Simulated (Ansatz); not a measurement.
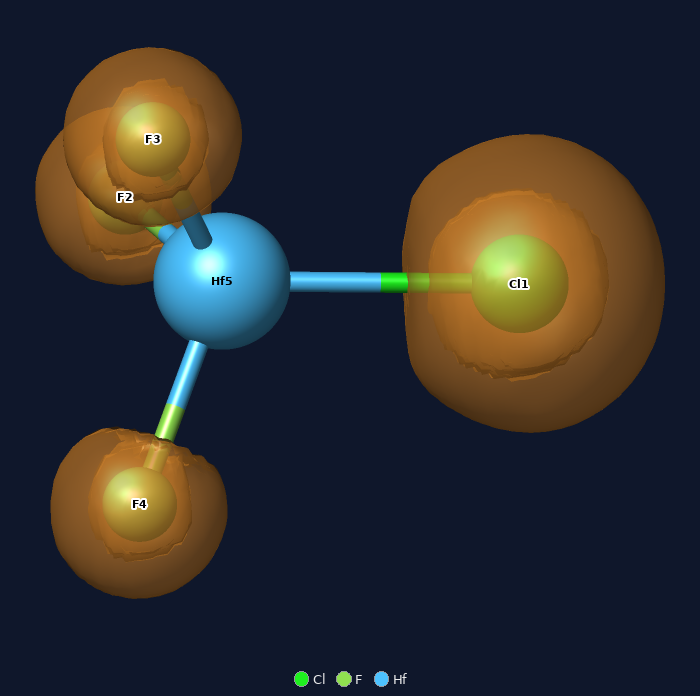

The picture shows: ClF$_{3}$Hf (SMILES [F][Hf]([F])([F])[Cl]). Isosurface of the electron localisation function at 0.8 (orange), seen across its widest extent. Core shells and regions of very low density are left out.

Geometry: PBE0-D4/def2-SVP; core potentials replace the inner electrons of Hf.

All numbers below come from isolated molecule in a Gaussian basis; Kohn-Sham density functional theory, functional PBE0 in Ansatz.

```yaml
atoms:
  - { symbol: Cl, position_ang: [-0.1710, 2.2150, -0.3837] }
  - { symbol: F, position_ang: [-0.6770, -0.5226, 1.7182] }
  - { symbol: F, position_ang: [1.8378, -0.6195, -0.0704] }
  - { symbol: F, position_ang: [-0.9561, -1.0550, -1.3102] }
  - { symbol: Hf, position_ang: [0.0162, -0.0916, 0.0047] }
```

**Describe the localisation domains.**

The surface consists of one region wrapped around Cl (its valence shell) and three regions wrapped around F (the valence shell of each). Along the contacts the grid gives the following. Hf–F (1.90 Å): the ELF peaks at about 0.85 in the valence shell of F, 0.5 Å from its nucleus, and drops to about 0.20 between the two atoms. Hf–Cl (2.35 Å): the ELF peaks at about 0.85 in the valence shell of Cl, 0.8 Å from its nucleus, and is about 0.40 at the midpoint.
